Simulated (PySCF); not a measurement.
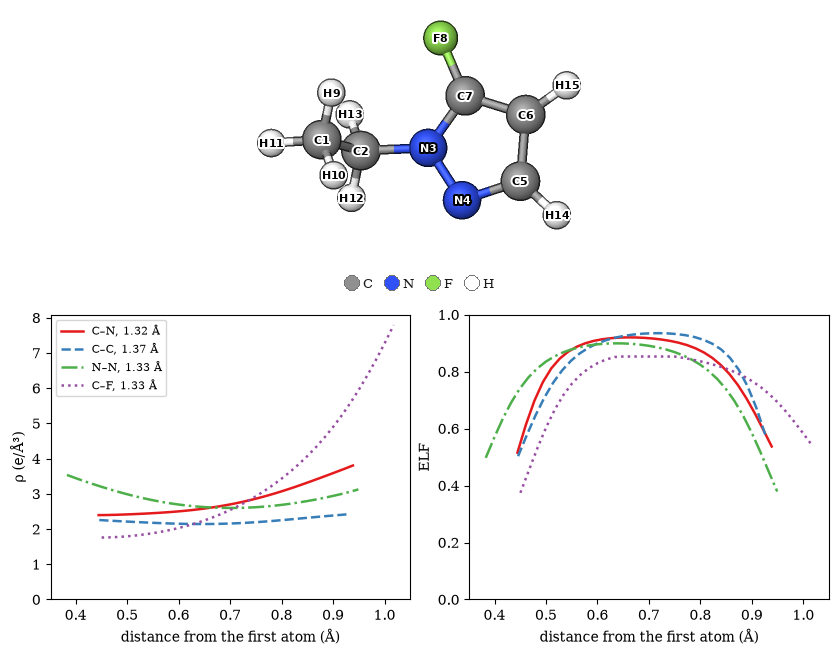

Figure 1: C$_{5}$H$_{7}$FN$_{2}$. Electron density and electron localisation function along straight lines between neighbouring atoms. The curves leave out the atomic cores. The structure is drawn too.

Geometry: GFN2-xTB.

These are results of PySCF 2.14.0, CAM-B3LYP/def2-SVPD, SCF density, gas phase, not measurements.

```xyz
15

C     2.0886    0.2104   -0.3215
C     1.1562   -0.6023    0.5726
N    -0.2244   -0.3307    0.2665
N    -0.9212   -1.0966   -0.5717
C    -2.1149   -0.5493   -0.6741
C    -2.2189    0.6104    0.1089
C    -0.9775    0.7046    0.6846
F    -0.4722    1.6005    1.5346
H     1.9342    1.2753   -0.1632
H     1.8991   -0.0210   -1.3666
H     3.1224   -0.0285   -0.0898
H     1.3091   -1.6712    0.4132
H     1.3326   -0.3611    1.6246
H    -2.8625   -0.9962   -1.2974
H    -3.0551    1.2637    0.2347
```

Question: What can be read from the curves?

Answer: C–N (1.32 Å): ρ is about 2.6 e/Å³ halfway; the ELF peaks at about 0.90 between the atoms, as expected for a covalent bond.
C–C (1.37 Å): the density is about 2.2 e/Å³ at the midpoint; the ELF peaks at about 0.95 between the atoms, as expected for localised, covalent bonding.
N–N (1.33 Å): the density is about 2.6 e/Å³ at the midpoint; the ELF peaks at about 0.90 between the atoms (a covalent bond).
C–F (1.33 Å): ρ is about 2.3 e/Å³ halfway; the ELF peaks at about 0.85 between the atoms (a shared but strongly polarised pair).
